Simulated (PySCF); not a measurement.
# AsF3, SMILES `F[As](F)F`: electronic structure

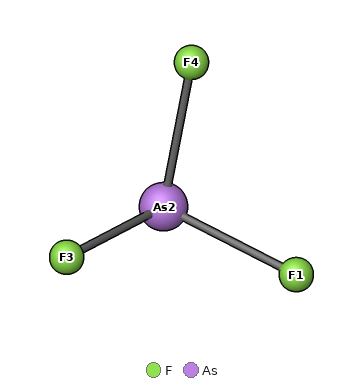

The molecule, with its atoms numbered as below. No frequency check shows the geometry to be a minimum.

Cartesian coordinates (Å):

```
F1      -1.2144   -0.7717   -0.5185
As2     -0.0000   -0.0001    0.4242
F3       1.2756   -0.6656   -0.5185
F4      -0.0612    1.4376   -0.5183
```

## 1. Bonding charge

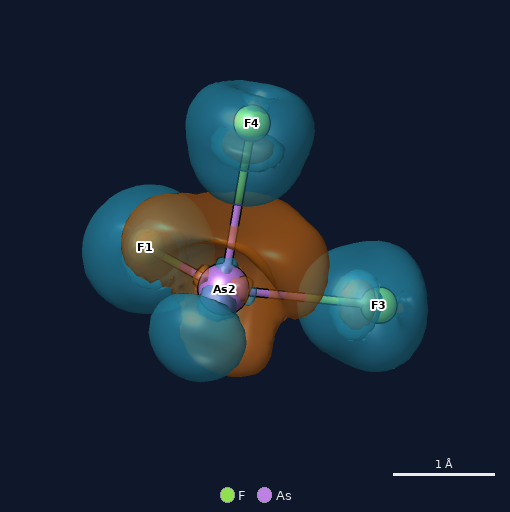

Deformation density (molecule less spherical, spin-averaged free atoms at the same positions), surfaces at ±0.1 e/Å³; light blue: gain, orange: loss.

Computed with PySCF, ωB97X/def2-TZVP, geometry: GFN2-xTB.

Q: How much density has each bond gained at its critical point, relative to the free atoms?

A: F1–As2, As2–F3 and As2–F4: +0.03 e/Å³ at the bond critical point (bond length 1.72 Å, Mayer order 1.0); up to 0.6 Å beside the axis the gain reaches +0.24 e/Å³. In all, 1.0 electrons gather in the regions of gain relative to the promolecule. A small or negative value marks a very polar bond, one between electron-rich atoms, whose free-atom densities already overlap strongly, a long bond to a heavier atom, or a closed-shell contact such as a hydrogen bond.

Q: Where do the Hirshfeld charges lie?

A: The highest Hirshfeld charge is on As2 (+0.61 e), the lowest on F1, F3 and F4 (−0.20 e).

| atom | charge (e) |
| --- | --- |
| F1 | −0.20 |
| As2 | +0.61 |
| F3 | −0.20 |
| F4 | −0.20 |

## 2. Bond critical points

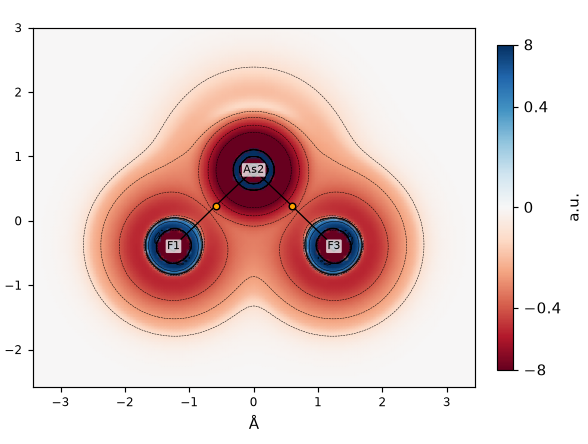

Negative Laplacian of the density (−∇²ρ) in the plane of F1, As2 and F3 (blue positive, red negative, colour scale in a.u., logarithmic beyond ±0.04), with bond paths and bond critical points (dots).

Q: Sort the bonds in the plane by the sign of ∇²ρ at their critical points.

A: At none is it concentrated. Depleted (∇²ρ > 0): F1–As2 and As2–F3 (+0.67 a.u., H = −0.078). A positive Laplacian with clearly negative H marks a strongly polar covalent bond, whose critical point lies close to the core of the less electronegative atom.

## 3. Electrostatic potential

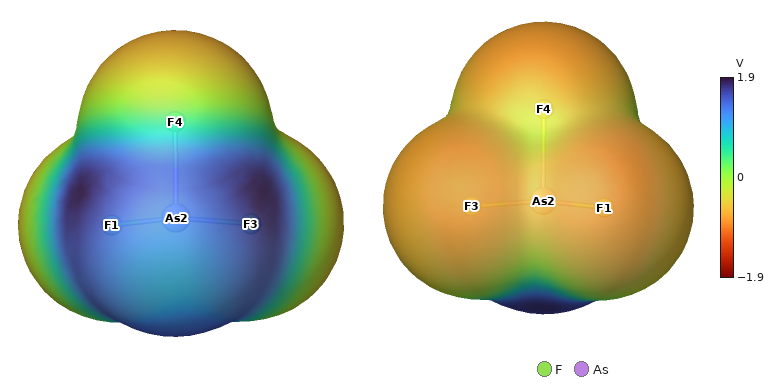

Electrostatic potential on the surface of electron density 0.001 a.u. (back view left, front view right).

Q: Where are the extremes of the potential on the surface?

A: Highest: 1.81 V, 2.1 Å from As2, and at like points elsewhere. Further maxima include −0.22 V, about equally far (1.9 Å) from F1, F3 and F4, over As2 (2.3 Å). Lowest: −0.81 V, 1.7 Å from F4, and at like points elsewhere. Further minima include 1.00 V, 2.3 Å from As2. The surface is sampled at points, so like sites can differ by a few per cent and only the strongest of them is named.

Q: What volume does the surface enclose, and what is the dipole moment?

A: About 72 Å³; the dipole moment is 2.9 D.

## 4. In an electric field

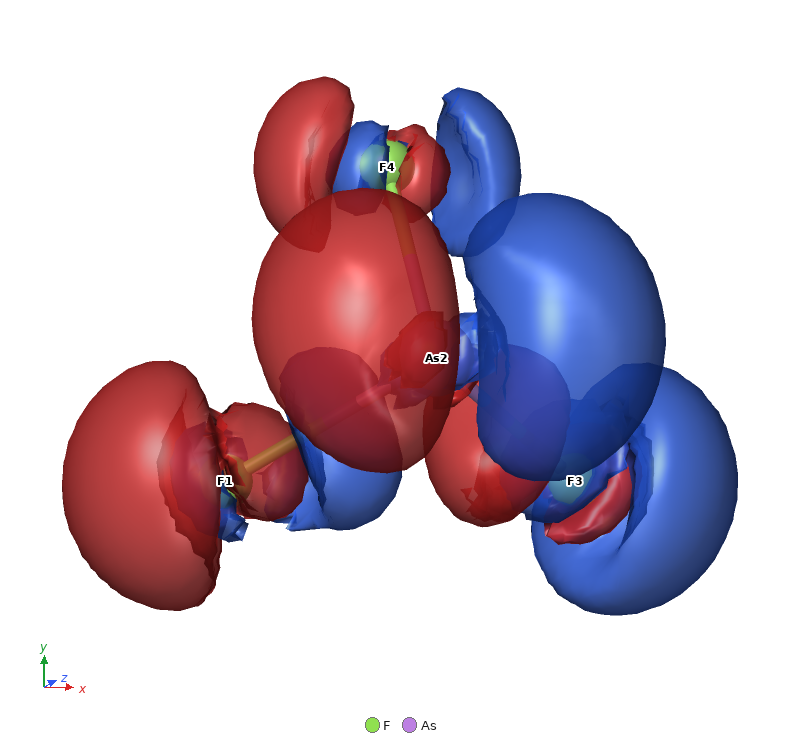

Change of the electron density in a uniform field of 0.21 V/Å, surfaces at ±0.0015 e/Å³ (blue: gain, red: loss).

Level of theory: ωB97X/def2-TZVP (PySCF), at a geometry from GFN2-xTB. A basis without diffuse functions makes polarisabilities too small.

The field was applied in both directions; the picture shows the one opposite to the script's first.

Q: Along which Cartesian direction does the field point?

A: Along −x: electrons gather on the +x side, against the field.

Q: How large is the response?

A: The induced dipole is 0.27 D (along the field); α along this axis, from the fields in both directions, is 27 bohr³ (4.0 Å³).

## 5. Removing or adding an electron

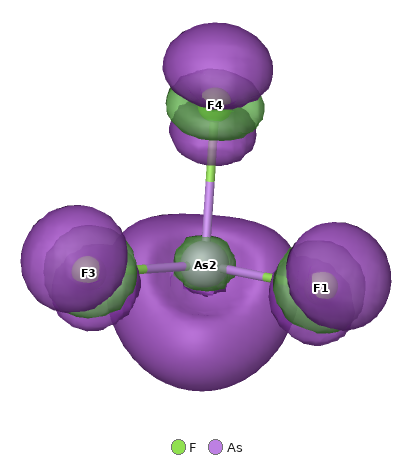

Fukui function f⁻ = ρ(N) − ρ(N−1) at fixed geometry, surfaces at ±0.04 e/Å³ (purple positive, green negative).

PySCF calculation, ωB97X/def2-TZVP, gas phase; geometry: GFN2-xTB.

Q: On which atoms does the density change most on removal of an electron?

A: f⁻ (Hirshfeld-condensed) is largest on As2 (0.47); the vertical ionisation energy is 12.92 eV (the stability of the cation's solution wasn't checked). Condensed values hint at sites of electrophilic attack but needn't mark the atom that reacts. Orbital relaxation makes it negative in places (0.13 e in all).
